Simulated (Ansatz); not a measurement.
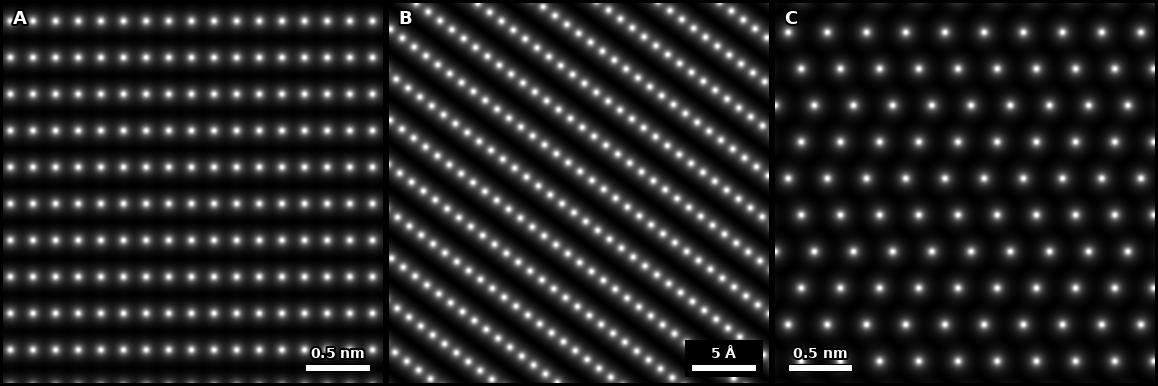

Three views of Gd (P6_3/mmc, No. 194) along different zone axes. Computed as the sum of neutral-atom potentials (tabulated electron scattering factors, B = 0.3 Å²) projected along the beam and smoothed by 0.25 Å; brighter is more positive. The display is stretched by a gamma of 0.7; percentages refer to the linear signal. Model: the geometry given to an electronic-structure calculation, possibly off equilibrium; the starting structure was generated, so it need not be a known form of this composition.

```cif
data_structure
_symmetry_space_group_name_H-M 'P 1'
_symmetry_Int_Tables_number 1
_cell_length_a 3.6186
_cell_length_b 3.6186
_cell_length_c 11.6845
_cell_angle_alpha 90.000
_cell_angle_beta 90.000
_cell_angle_gamma 120.000
_cell_volume 132.50
loop_
_atom_site_label
_atom_site_type_symbol
_atom_site_fract_x
_atom_site_fract_y
_atom_site_fract_z
_atom_site_occupancy
Gd1 Gd 0.00000 0.00000 0.00000 1
Gd2 Gd 0.00000 0.00000 0.50000 1
Gd3 Gd 0.33333 0.66667 0.25000 1
Gd4 Gd 0.66667 0.33333 0.75000 1
```

Question: Match the panels to the zone axes [100], [210] and [310].

Answer: A is [210]: projected cell 1.81 × 2.92 Å, 90°, plane group p2mm. B is [310]: projected cell 1.18 × 11.68 Å, 90°, plane group p2mg. C is [100]: projected cell 3.13 × 11.68 Å, 90°, plane group p2mg.
